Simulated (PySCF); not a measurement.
Vertical excitations of a molecule C2H5ClOSi from TDA-PBE0/def2-SVPD run with PySCF, as energy in eV (oscillator strength): 6.27 (0.005), 7.04 (0.031), 7.20 (0.056), 7.23 (0.033), 7.49 (0.383), 7.60 (0.034), 7.86 (0.002), 8.07 (0.076), 8.10 (0.020), 8.25 (0.076). Lowest triplet (TDA): 4.07 eV. The structure is a stationary point at PBE-D3(BJ)/def2-SVP. Other conformers were not sampled.

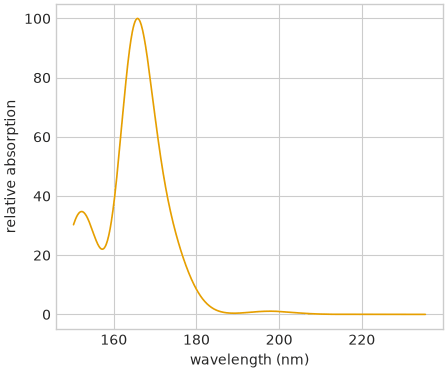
Figure. The lines broadened by 0.4 eV.

Task: Identify the compound among the candidates.
(A) C=C[Si@H](O)Cl
(B) O=CC[SiH2]Cl
(C) CC(=O)[SiH2]Cl
(D) Cl[SiH]1COC1

Result: A, C=C[Si@H](O)Cl
